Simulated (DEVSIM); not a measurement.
System: Al/AlN/p-In0.53Ga0.47As capacitor, at 350 K.

```tsv
layer (left to right)	material	thickness (nm)	Na (cm⁻³)
1	AlN	21.0	-
2	In0.53Ga0.47As	3000	3.5e16
```

Metal gate on the left, work function 4.1 eV. Fixed charge at the semiconductor interface 1.7e10 cm⁻² (in units of +e); no interface traps.

This is a model device: material constants are rounded textbook-type values typed into the input, and sizes, dopings and lifetimes were drawn at random. Values at 300 K; Nc and Nv go as T^1.5, mobilities as T to minus their exponent, the gap by Varshni's rule with the affinity fixed.

```tsv
parameter	AlN	In0.53Ga0.47As
gap (eV)	6.1	0.74
affinity (eV)	1.9	4.51
permittivity	8.5	13.9
Nc (cm⁻³)	-	2.1e17
Nv (cm⁻³)	-	7.7e18
Varshni α (eV/K)	-	0.00035
Varshni β (K)	-	190
```

Model (solved in DEVSIM): 1D Poisson equation in equilibrium, Boltzmann statistics, complete ionisation; no quantum confinement or tunnelling. Metal contacts follow the ideal Schottky-Mott rule: no Fermi-level pinning, no interface dipoles.

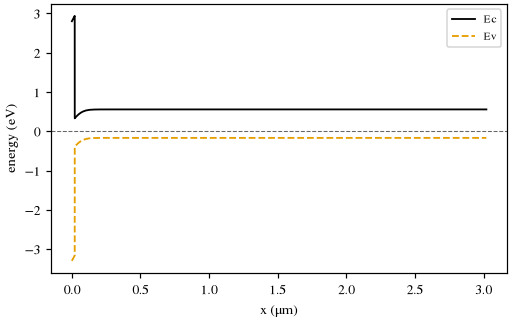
Figure. Band edges at -0.6 V on the gate

Energies count from the Fermi level of the right contact; mesh points crowd at the junctions.

```json
[
 {"x (μm)": "0.000", "Ec (eV)": "2.800", "Ev (eV)": "-3.300", "n (cm⁻³)": "< 1e2", "p (cm⁻³)": "< 1e2", "field (V/cm)": "66000"},
 {"x (μm)": "0.001469", "Ec (eV)": "2.810", "Ev (eV)": "-3.290", "n (cm⁻³)": "< 1e2", "p (cm⁻³)": "< 1e2", "field (V/cm)": "66000"},
 {"x (μm)": "0.004585", "Ec (eV)": "2.830", "Ev (eV)": "-3.270", "n (cm⁻³)": "< 1e2", "p (cm⁻³)": "< 1e2", "field (V/cm)": "66000"},
 {"x (μm)": "0.01085", "Ec (eV)": "2.871", "Ev (eV)": "-3.229", "n (cm⁻³)": "< 1e2", "p (cm⁻³)": "< 1e2", "field (V/cm)": "66000"},
 {"x (μm)": "0.01806", "Ec (eV)": "2.919", "Ev (eV)": "-3.181", "n (cm⁻³)": "< 1e2", "p (cm⁻³)": "< 1e2", "field (V/cm)": "66000"},
 {"x (μm)": "0.02031", "Ec (eV)": "2.933", "Ev (eV)": "-3.167", "n (cm⁻³)": "< 1e2", "p (cm⁻³)": "< 1e2", "field (V/cm)": "66000"},
 {"x (μm)": "0.02147", "Ec (eV)": "0.330", "Ev (eV)": "-0.395", "n (cm⁻³)": "4.7e12", "p (cm⁻³)": "2.0e13", "field (V/cm)": "42000"},
 {"x (μm)": "0.02482", "Ec (eV)": "0.344", "Ev (eV)": "-0.381", "n (cm⁻³)": "3.0e12", "p (cm⁻³)": "3.2e13", "field (V/cm)": "41000"},
 {"x (μm)": "0.03146", "Ec (eV)": "0.370", "Ev (eV)": "-0.355", "n (cm⁻³)": "1.3e12", "p (cm⁻³)": "7.5e13", "field (V/cm)": "38000"},
 {"x (μm)": "0.04604", "Ec (eV)": "0.420", "Ev (eV)": "-0.305", "n (cm⁻³)": "2.4e11", "p (cm⁻³)": "3.9e14", "field (V/cm)": "31000"},
 {"x (μm)": "0.08094", "Ec (eV)": "0.501", "Ev (eV)": "-0.223", "n (cm⁻³)": "1.6e10", "p (cm⁻³)": "5.9e15", "field (V/cm)": "16000"},
 {"x (μm)": "0.2067", "Ec (eV)": "0.555", "Ev (eV)": "-0.170", "n (cm⁻³)": "2.7e9", "p (cm⁻³)": "3.4e16", "field (V/cm)": "210"},
 {"x (μm)": "0.4557", "Ec (eV)": "0.555", "Ev (eV)": "-0.170", "n (cm⁻³)": "2.7e9", "p (cm⁻³)": "3.5e16", "field (V/cm)": "≈ 0"},
 {"x (μm)": "1.036", "Ec (eV)": "0.555", "Ev (eV)": "-0.170", "n (cm⁻³)": "2.7e9", "p (cm⁻³)": "3.5e16", "field (V/cm)": "≈ 0"},
 {"x (μm)": "2.285", "Ec (eV)": "0.555", "Ev (eV)": "-0.170", "n (cm⁻³)": "2.7e9", "p (cm⁻³)": "3.5e16", "field (V/cm)": "≈ 0"},
 {"x (μm)": "2.706", "Ec (eV)": "0.555", "Ev (eV)": "-0.170", "n (cm⁻³)": "2.7e9", "p (cm⁻³)": "3.5e16", "field (V/cm)": "≈ 0"},
 {"x (μm)": "2.887", "Ec (eV)": "0.555", "Ev (eV)": "-0.170", "n (cm⁻³)": "2.7e9", "p (cm⁻³)": "3.5e16", "field (V/cm)": "≈ 0"},
 {"x (μm)": "2.964", "Ec (eV)": "0.555", "Ev (eV)": "-0.170", "n (cm⁻³)": "2.7e9", "p (cm⁻³)": "3.5e16", "field (V/cm)": "≈ 0"},
 {"x (μm)": "3.003", "Ec (eV)": "0.555", "Ev (eV)": "-0.170", "n (cm⁻³)": "2.7e9", "p (cm⁻³)": "3.5e16", "field (V/cm)": "≈ 0"},
 {"x (μm)": "3.014", "Ec (eV)": "0.555", "Ev (eV)": "-0.170", "n (cm⁻³)": "2.7e9", "p (cm⁻³)": "3.5e16", "field (V/cm)": "≈ 0"},
 {"x (μm)": "3.019", "Ec (eV)": "0.555", "Ev (eV)": "-0.170", "n (cm⁻³)": "2.7e9", "p (cm⁻³)": "3.5e16", "field (V/cm)": "≈ 0"},
 {"x (μm)": "3.021", "Ec (eV)": "0.555", "Ev (eV)": "-0.170", "n (cm⁻³)": "2.7e9", "p (cm⁻³)": "3.5e16", "field (V/cm)": "≈ 0"}
]
```
